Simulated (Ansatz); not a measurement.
## Ga2O3 (corundum): energy against volume

Ga₂O₃ (corundum)

```
Ga2O3
1.0
    2.52887     1.46004     4.54110
   -2.52887     1.46004     4.54110
    0.00000    -2.92008     4.54110
Ga O
4 6
Direct
  0.85584   0.85584   0.85584
  0.64416   0.64416   0.64416
  0.14416   0.14416   0.14416
  0.35584   0.35584   0.35584
  0.05313   0.44687   0.75000
  0.75000   0.05313   0.44687
  0.44687   0.75000   0.05313
  0.94687   0.55313   0.25000
  0.25000   0.94687   0.55313
  0.55313   0.25000   0.94687
```

This relaxed cell (volume V₀) is scaled evenly in all directions, its shape held. The atoms relax within the cell's symmetry.

Level of theory: PBE (plane waves to 420 eV, PAW, scalar-relativistic; Ansatz, a first-principles code). k mesh 8×8×8 (Γ-centred), Fermi-Dirac smearing 0.05 eV. E stands for the smeared free energy. Stress and pressure are positive under compression. With the shape held, the modulus is that of even scaling; a crystal free to change shape is softer. Ga2O3 was relaxed with its symmetry unable to fall. The zero of ΔE is the relaxed starting cell.

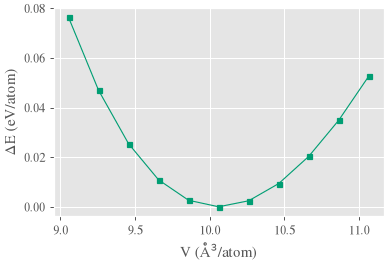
*ΔE (eV/atom) against V (Å³/atom); computed points joined by lines.*

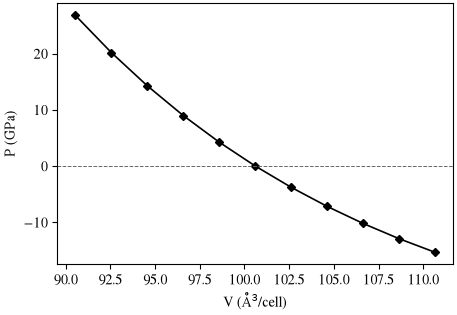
Figure. P (GPa) against V (Å³/cell); computed points joined by lines.

The equilibrium volume of the fit is 10.06 Å³/atom and the bulk modulus at fixed cell shape B₀ (third-order Birch-Murnaghan fit) comes out as 200 GPa. The pressure for 5 % compression (fit) is 11.5 GPa, the energy cost of the largest compression is 76.3 meV/atom and the pressure derivative B₀′ (fit) is 4.5.

Check by three points about V = 10.060 Å³/atom, step 0.201: d²E/dV² ≈ (2.6 − 2·0.0 + 2.4) meV / 0.201² = 0.124 eV/Å⁶, and V·d²E/dV² × 160.2 = 199 GPa.

(Under strain, the slope of the energy per volume gives the stress and its curvature an elastic modulus.)
